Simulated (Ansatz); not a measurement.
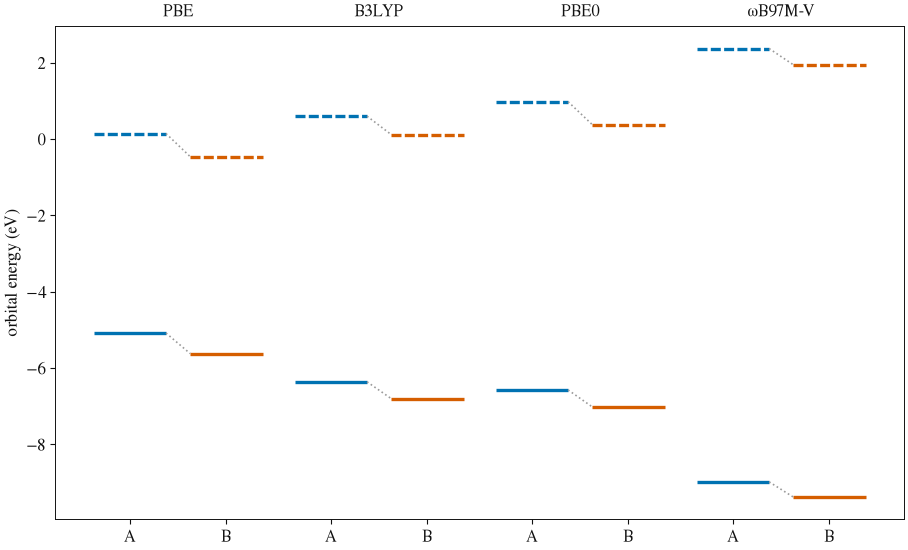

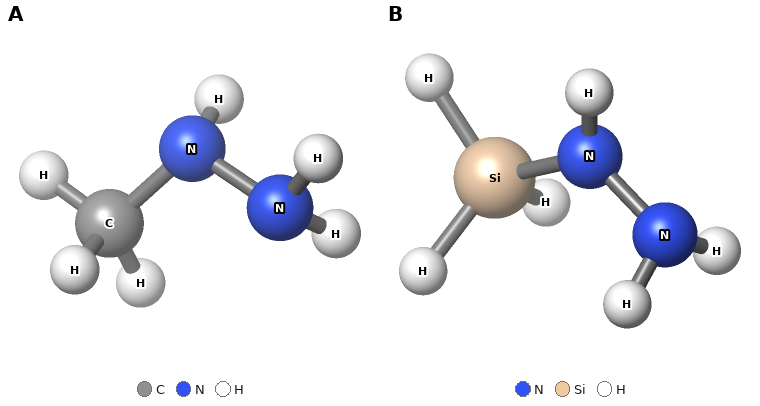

One change: A, CH₆N₂ (SMILES CNN), becomes B, SiN₂H₆ (SMILES NN[SiH3]). CH₃ on N is replaced by SiH₃. HOMO (solid) and LUMO (dashed) computed in def2-TZVPP at PBE0-D4/def2-TZVP geometries, both minima by their frequencies, gas phase, the Ansatz code. Empty levels above zero depend strongly on the basis.

Q: What does the change do to HOMO and LUMO?

A: PBE: the HOMO falls by 0.54 eV, the LUMO falls by 0.60 eV, and the separation goes from 5.23 to 5.16 eV. B3LYP: the HOMO falls by 0.44 eV, the LUMO falls by 0.48 eV, and the separation goes from 6.96 to 6.92 eV. PBE0: the HOMO falls by 0.44 eV, the LUMO falls by 0.60 eV, and the separation goes from 7.55 to 7.40 eV. ωB97M-V: the HOMO falls by 0.40 eV, the LUMO falls by 0.42 eV, and the separation goes from 11.35 to 11.33 eV.

Q: Do the functionals agree on the effect?

A: They agree on the direction for both levels; the HOMO shift lies between −0.54 and −0.40 eV and the LUMO shift between −0.60 and −0.42 eV, while the separations themselves differ by up to 6.2 eV between functionals.
